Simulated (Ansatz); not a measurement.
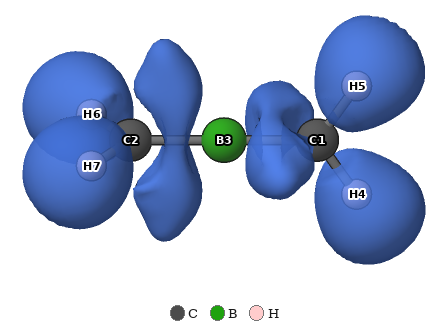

Figure. C₂H₄B (SMILES C=[B-]=C) (charge −1). Isosurface of the ELF at 0.8 (blue), seen from one side. Only the valence region is drawn (cores and ρ < 0.01 e/Å³ removed).

Geometry: B3LYP-D3(BJ)/def2-SVPD.

These are results of isolated molecule in a Gaussian basis; Kohn-Sham density functional theory, functional PBE0 (Ansatz 0.2.0), not measurements.

```json
{"atom": "C", "x (Å)": "-0.3313", "y (Å)": "1.0343", "z (Å)": "-0.5621"}
{"atom": "C", "x (Å)": "-0.8433", "y (Å)": "0.4188", "z (Å)": "2.1878"}
{"atom": "B", "x (Å)": "-0.5874", "y (Å)": "0.7266", "z (Å)": "0.8128"}
{"atom": "H", "x (Å)": "0.1696", "y (Å)": "1.9552", "z (Å)": "-0.8880"}
{"atom": "H", "x (Å)": "-0.6174", "y (Å)": "0.3715", "z (Å)": "-1.3891"}
{"atom": "H", "x (Å)": "-0.1365", "y (Å)": "-0.1329", "z (Å)": "2.8212"}
{"atom": "H", "x (Å)": "-1.7647", "y (Å)": "0.7123", "z (Å)": "2.7073"}
```

**Where are the electrons localised?**

At this value the surface marks out two regions between bonded B–C atoms (shared pairs) and four regions around hydrogen nuclei. Along the contacts the grid gives the following. C–B (1.43 Å): the ELF peaks at about 0.95 between the atoms, as expected for localised, covalent bonding. C–H (1.10 Å): the ELF climbs to about 1 towards the hydrogen, as it does in any bond to H; a covalent bond by its length.
